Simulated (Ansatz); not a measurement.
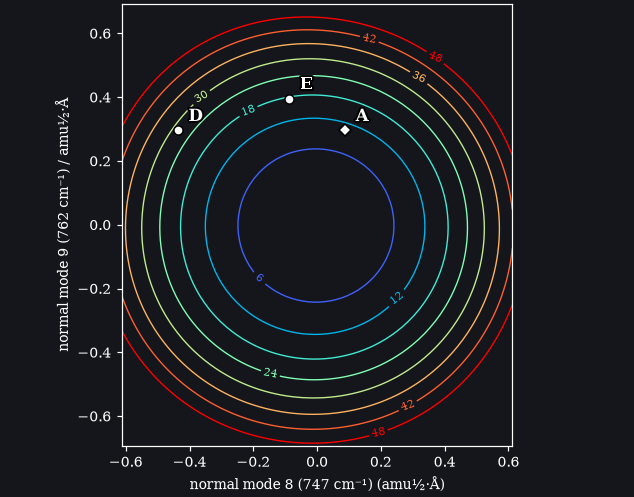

AlH₅NSi, SMILES [AlH2][NH][SiH2], spin multiplicity 2. 
- The first coordinate is: normal mode 8 (747 cm⁻¹); the second: normal mode 9 (762 cm⁻¹).
- Nothing is relaxed (straight displacements along the two mass-weighted modes).
- Grid: 15 × 15 points.
- Points are written as (first, second).
- All energies are given in kJ/mol relative to the lowest grid point.
- Theory: UKS PBE0-D4/def2-SVP in Ansatz.

The picture shows contour lines labelled in kJ/mol (none above 48), lettered points. Between grid points the surface is interpolated.

Is D the lowest point of the computed grid?

Answer. No. D lies 28 kJ/mol above the lowest grid point, which is at (0.000 amu½·Å, 0.000 amu½·Å).

Rank the lettered points by energy, lowest first.

Answer. A (10 kJ/mol), E (18 kJ/mol), D (28 kJ/mol).

What kind of point is each of A, D, E: minimum, saddle, maximum or slope?

Answer. A: on a slope; D: on a slope; E: on a slope. (In these two coordinates alone; a stationary point may lie a little off the grid point.)
